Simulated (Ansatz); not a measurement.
Bands of a (10,0) MgO nanotube, along its axis.

Level of theory: PBE (plane waves to 420 eV, PAW; Ansatz, an electronic-structure program). Mesh 1×1×6. No spin polarisation. Isolated but for its images some 11 Å away. A hypothetical model, rolled from the flat sheet. It keeps the symmetry and period of its start, so it need not be a minimum against all distortions.

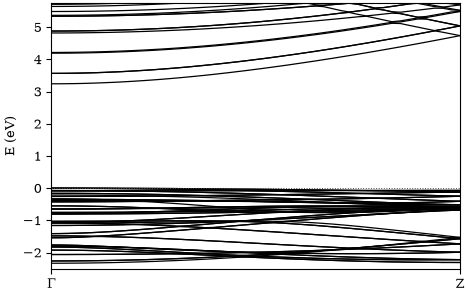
Figure: Bands from the zone centre to the zone edge (period 5.68 Å); the dotted line marks the highest filled level

Problem. Is it a metal or a semiconductor at this level? Give what the bands show.

Solution. A semiconductor in PBE.
```
Property                 Value
--------  --------------------
PBE gap   3.24 eV, direct at Γ
```
